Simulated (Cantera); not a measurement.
Feed: 1 mol MgO, 0.034 mol C, 0.084 mol H2, at 13.3 mbar.

Cantera equilibrium calculation (NASA polynomials, part measured and part estimated; ideal gas, pure solids and liquids). Candidate condensed phases: C, C6H6, C7H8, C8H18, H2O, Mg, MgCO3, MgO, Mg(OH)2; 116 gas species. The tables' values for MgH are old estimates; treat these amounts as uncertain. The numbers say what is thermodynamically allowed, not how fast it happens.

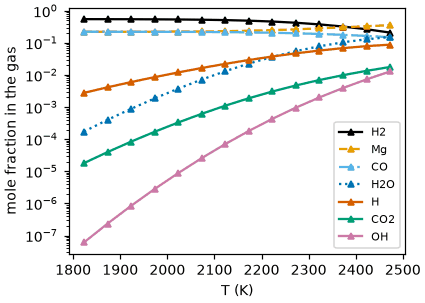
Figure. Equilibrium gas composition (values under 1e-9 drawn at 1e-9)

**Question.** Read off the mole fractions at 2273 K.

**Answer.** H2 about 0.42, Mg about 0.27, CO about 0.20, H2O about 0.056, H about 0.047, CO2 about 0.0047, OH about 0.00096.
